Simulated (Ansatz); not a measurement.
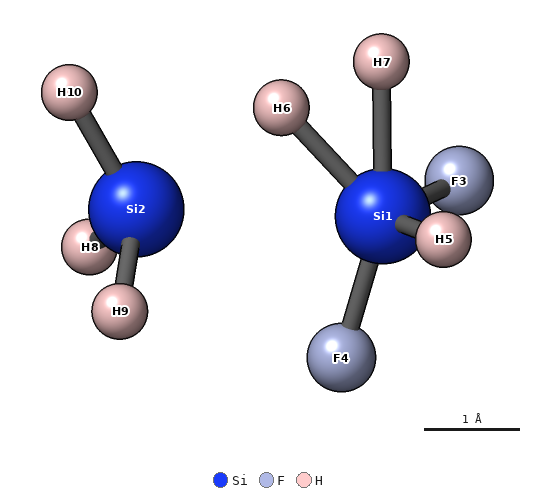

**Figure 1.** The input geometry of the first run (ball-and-stick view, seen at a tilt; atoms are numbered from 1 in the order of the input). Bond lengths as drawn: F–Si 1.59 to 1.62 Å and H–Si 1.47 to 1.66 Å.

## Two runs on Si2H6F2

System: Si2H6F2.
Method of the first run: direct RPA on PBE orbitals, frozen core/def2-TZVPP (Ansatz 0.2.0).

The geometry comes from this level: PBE0-D4/def2-TZVP. Text and figures count atoms from 1; the logs count them from 0 in places.

**The input, the first run**
```yaml
crystal:
  periodic: [false, false, false]
  atoms:
    - {symbol: Si, position_ang: [-0.738795, 0.928538, 0.191155]}
    - {symbol: Si, position_ang: [0.786891, -1.094388, -0.456438]}
    - {symbol: F, position_ang: [-2.066433, 0.863708, 1.071923]}
    - {symbol: F, position_ang: [-1.417033, 0.422652, -1.191729]}
    - {symbol: H, position_ang: [-0.083616, 2.178634, -0.208412]}
    - {symbol: H, position_ang: [0.381904, 0.083775, 0.930782]}
    - {symbol: H, position_ang: [0.096938, 0.969336, 1.625278]}
    - {symbol: H, position_ang: [-0.190027, -2.196813, -0.612644]}
    - {symbol: H, position_ang: [1.312958, -0.619169, -1.757212]}
    - {symbol: H, position_ang: [1.917114, -1.536373, 0.407198]}
basis:
  gaussian: {orbitals: def2-TZVPP}
hamiltonian: {xc: pbe}
correlation: {method: rpa}
```

Command:
```bash
ansatz run in.yaml --threads 4 --pin off --events-out ev --progress --plain --max-ram 9574MiB
```

Hardware: 4 threads of Arm Neoverse V1, 23 GiB of memory available, shared host.

**Output (the first run)**
```
Functional definition: PBE
  parameter kappa = 0.804
  parameter beta = 0.06672455060314922
  exchange = pbe_x(kappa = kappa, mu = beta*pi^2/3)
  correlation = pbe_c(beta = beta)
1348 factors; integrals over basis functions are off by at most 1.0e-3 eV
mean field evaluation 1: about -21272.9660 eV, gradient 4.8e1 eV
mean field evaluation 2: about -21272.9568 eV, gradient 4.8e1 eV
mean field evaluation 4: about -21276.2171 eV, gradient 9.9e0 eV
mean field evaluation 8: about -21276.4574 eV, gradient 3.5e-1 eV
mean field evaluation 16: about -21276.4573 eV, gradient 1.0e-4 eV
mean field -21276.45727548 eV, -781.8953831732 hartree, gradient 3.4e-6 eV, S^2 0.000000; 0 other end points of the search recorded, 0 dependent functions left out
12 core orbitals not correlated: weight in the atoms' cores, before any rotation towards them, 1.000 or more for the frozen orbitals, at most 0.000 for the correlated occupied ones
reference -21232.00244582 eV, -780.2616983158 hartree; 14, 14 occupied and 204, 204 virtual orbitals, 1348 factors
Total energy: -21268.06202024 eV, -781.5868632337 hartree
```

For the second run the input was changed thus:
```diff
-    - {symbol: Si, position_ang: [-0.738795, 0.928538, 0.191155]}
-    - {symbol: Si, position_ang: [0.786891, -1.094388, -0.456438]}
-    - {symbol: F, position_ang: [-2.066433, 0.863708, 1.071923]}
-    - {symbol: F, position_ang: [-1.417033, 0.422652, -1.191729]}
-    - {symbol: H, position_ang: [-0.083616, 2.178634, -0.208412]}
-    - {symbol: H, position_ang: [0.381904, 0.083775, 0.930782]}
-    - {symbol: H, position_ang: [0.096938, 0.969336, 1.625278]}
-    - {symbol: H, position_ang: [-0.190027, -2.196813, -0.612644]}
-    - {symbol: H, position_ang: [1.312958, -0.619169, -1.757212]}
-    - {symbol: H, position_ang: [1.917114, -1.536373, 0.407198]}
+    - {symbol: Si, position_ang: [-1.248880, 1.441576, 0.521312]}
+    - {symbol: Si, position_ang: [1.294490, -1.440737, -0.498070]}
+    - {symbol: F, position_ang: [-2.504545, 2.409927, 0.558687]}
+    - {symbol: F, position_ang: [-1.583982, 0.262496, -0.488732]}
+    - {symbol: H, position_ang: [-0.094523, 2.194787, -0.001229]}
+    - {symbol: H, position_ang: [1.182755, -0.383454, 0.543256]}
+    - {symbol: H, position_ang: [-1.060642, 0.870040, 1.866992]}
+    - {symbol: H, position_ang: [0.232079, -2.452692, -0.284619]}
+    - {symbol: H, position_ang: [1.153666, -0.822134, -1.838628]}
+    - {symbol: H, position_ang: [2.629485, -2.079908, -0.379069]}
```

Predict how the results change.

With the same method and basis, the second run lies 70.8 kcal/mol lower.

**Output (the second run)**
```
Functional definition: PBE
  parameter kappa = 0.804
  parameter beta = 0.06672455060314922
  exchange = pbe_x(kappa = kappa, mu = beta*pi^2/3)
  correlation = pbe_c(beta = beta)
1345 factors; integrals over basis functions are off by at most 9.4e-4 eV
mean field evaluation 1: about -21275.2189 eV, gradient 4.8e1 eV
mean field evaluation 2: about -21275.2088 eV, gradient 4.8e1 eV
mean field evaluation 4: about -21278.6779 eV, gradient 8.6e0 eV
mean field evaluation 8: about -21278.8512 eV, gradient 4.6e-1 eV
mean field evaluation 16: about -21278.8516 eV, gradient 7.9e-6 eV
mean field -21278.85157814 eV, -781.9833721729 hartree, gradient 8.1e-6 eV, S^2 0.000000; 0 other end points of the search recorded, 0 dependent functions left out
12 core orbitals not correlated: weight in the atoms' cores, before any rotation towards them, 1.000 or more for the frozen orbitals, at most 0.000 for the correlated occupied ones
reference -21236.04782495 eV, -780.4103632566 hartree; 14, 14 occupied and 204, 204 virtual orbitals, 1345 factors
Total energy: -21271.13195618 eV, -781.6996812985 hartree
```

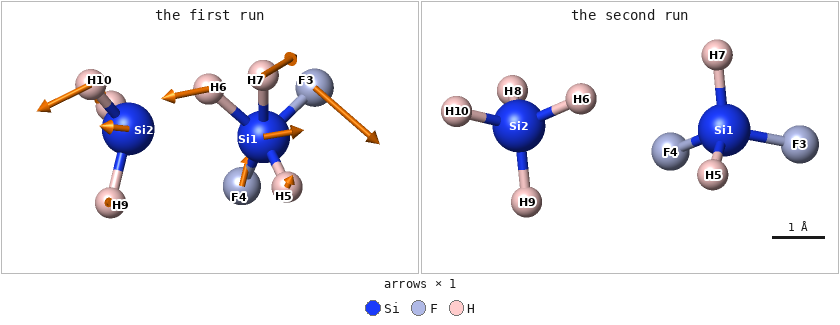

**Figure 2.** The two input geometries at one scale (ball-and-stick view, seen at a tilt). The orange arrows on the first give the shifts of the atoms after the best rigid fit, at true length. The atom that moves furthest after the best rigid fit is F3 (1.67 Å). By element the largest moves are F 1.67 Å, H 1.26 Å, Si 0.80 Å. Among the contacts that change: Si1–H6 1.586 → 3.040 Å, Si2–H6 1.865 → 1.488 Å, Si1–H7 1.660 → 1.474 Å, Si1–F4 1.621 → 1.588 Å.

**The two runs side by side**

| quantity | the first run | the second run |
| --- | --- | --- |
| outcome | converged | converged |
| total energy (hartree) | −781.586863 | −781.699681 |
| wall time (shared host) | 3.7 s | 3.4 s |
